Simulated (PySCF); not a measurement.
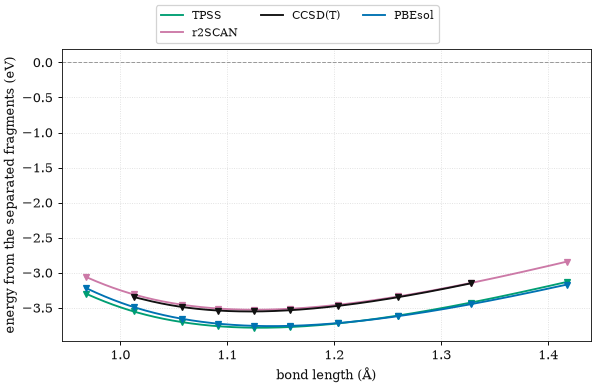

Bond curves of CH, doublet (excess alpha electrons: πy +1), def2-TZVPPD (non-relativistic), PySCF: energy from the separated fragments (atoms in their ground configurations, no counterpoise). One reference determinant with the occupation held, the lowest that a PBE0 search over spins and occupations found; no spin-orbit coupling. Splines pass through the computed points, which are marked. References: UKS for r2SCAN, TPSS and PBEsol; UHF for CCSD(T).

Where is the minimum of each curve?

TPSS: near 1.13 Å, −3.78 eV; r2SCAN: near 1.13 Å, −3.53 eV; CCSD(T): near 1.12 Å, −3.55 eV; PBEsol: near 1.14 Å, −3.76 eV (from the spline).

Give the values at the computed points that all curves share.

In eV:
| bond length (Å) | TPSS | r2SCAN | CCSD(T) | PBEsol |
| --- | --- | --- | --- | --- |
| 1.01 | −3.55 | −3.31 | −3.35 | −3.49 |
| 1.06 | −3.70 | −3.45 | −3.49 | −3.66 |
| 1.09 | −3.76 | −3.51 | −3.54 | −3.73 |
| 1.13 | −3.78 | −3.53 | −3.55 | −3.76 |
| 1.16 | −3.77 | −3.51 | −3.53 | −3.76 |
| 1.20 | −3.72 | −3.46 | −3.47 | −3.72 |
| 1.26 | −3.61 | −3.34 | −3.35 | −3.62 |
| 1.33 | −3.43 | −3.15 | −3.15 | −3.45 |

Limits of at least one run: lowest determinant of a PBE0 search, another state may lie lower.
